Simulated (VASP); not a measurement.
Band structure of SrVO₃ (cubic perovskite). Computed with PBE GGA with D3 dispersion (Becke-Johnson damping), VASP's PBE PAW potentials (set 64) (plane waves; VASP).

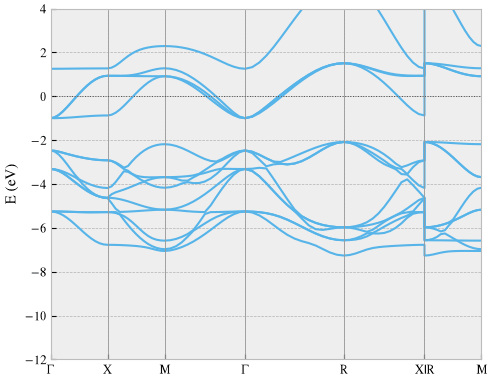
Figure: Bands along high-symmetry lines, zero at the valence-band maximum or, without a gap, the Fermi level

Read the plot: is there a gap, and where are the band edges?

It has no gap at this level: it comes out as a metal or semimetal. (Edges off the drawn lines would not show.)

The compound is SrVO3 in the cubic perovskite structure. It was relaxed first. The run is not spin-polarised, so no magnetic state was tried. The electron count is odd and the run is not spin-polarised, which forces a metal.
